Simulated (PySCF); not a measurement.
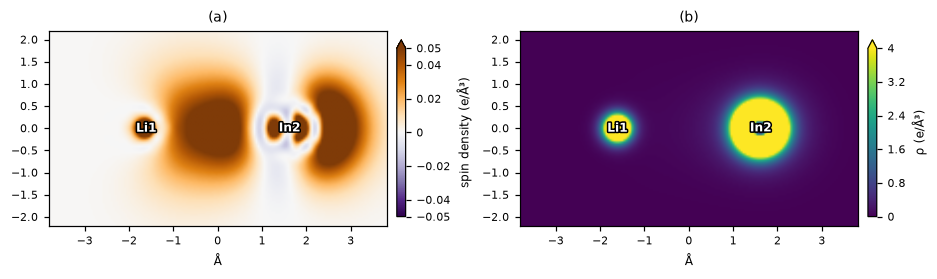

*LiIn (charge +1, doublet). (a) spin density (α minus β); (b) electron density on a plane that holds the molecular axis.*

Core potentials replace the inner electrons of In.

The calculation used PBE0/def2-SVPD, non-relativistic Hamiltonian with scalar-relativistic core potentials where named, at a bond length of 3.230 Å (PySCF).

**Describe what can be read from this map.**

The section cuts through Li and In sites.
Li–In (3.23 Å): the density is about 0.13 e/Å³ at the midpoint.
The unpaired spin (1 electron) lies mostly on In2 (about 0.7) and Li1 (about 0.3), in electrons by Hirshfeld's partition.
